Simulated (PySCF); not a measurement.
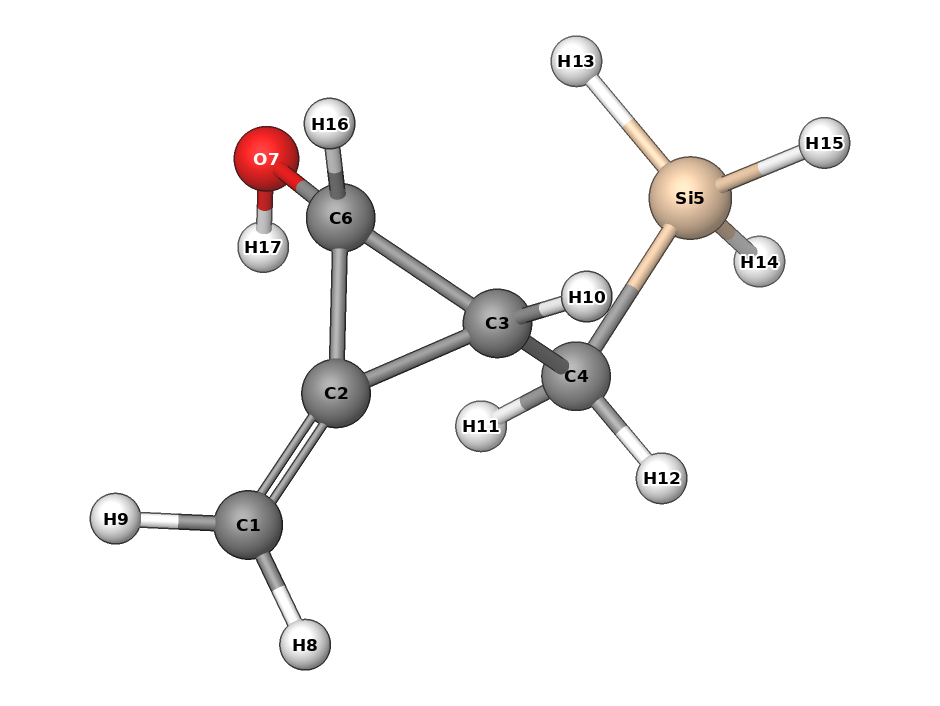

The computed structure is the end point of a GFN2-xTB optimisation. No frequency run is at hand to confirm it as a minimum. Electric field gradients from the ground-state density, PBE0/pcSseg-1 (PySCF 2.14.0), non-relativistic apart from any core potentials.

Give the largest field-gradient component, the quadrupole coupling constant and the asymmetry for 17O at O7 (Q = −25.6 mb).

```json
{"atom": "O7", "V_zz (a.u.)": "−1.954", "e²qQ/h (MHz)": "11.75", "η": "0.91"}
```

The geometry is semi-empirical. Around Si such bond lengths and angles can be off by a tenth of an ångström or more and by several degrees, and values that hang on the shape move with them.
